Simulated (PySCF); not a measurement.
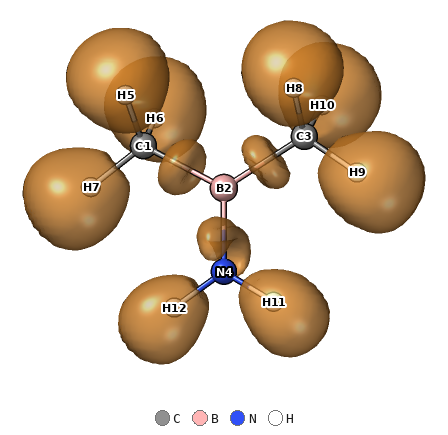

Figure. C$_{2}$H$_{8}$BN. Isosurface of the ELF at 0.85 (orange), seen at a tilt. Core shells and regions of very low density are left out.

Geometry: PBE0-D3(BJ)/def2-SVP.

Level of theory: PBE0/pcSseg-1, SCF density, gas phase, non-relativistic in PySCF 2.14.0.

```csv
atom,x (Å),y (Å),z (Å)
C,1.4492,-0.3436,0.1932
B,-0.0339,0.1917,0.0425
C,-1.2419,-0.8209,-0.1139
N,-0.2781,1.5700,0.0436
H,1.5299,-1.0279,1.0547
H,1.7296,-0.9407,-0.6915
H,2.2055,0.4476,0.3180
H,-1.3056,-1.4802,0.7686
H,-2.2233,-0.3376,-0.2438
H,-1.0770,-1.4887,-0.9764
H,-1.2043,1.9662,-0.0498
H,0.4523,2.2625,0.1469
```

**What do the ELF domains correspond to?**

The surface consists of two regions between bonded B–C atoms (shared pairs), one region between bonded B–N atoms (shared pairs) and eight regions around hydrogen nuclei. Along the contacts the grid gives the following. B–N (1.40 Å): the ELF peaks at about 0.95 between the atoms; a polar covalent bond. C–B (1.58 Å): the ELF peaks at about 1 between the atoms, as expected for localised, covalent bonding.
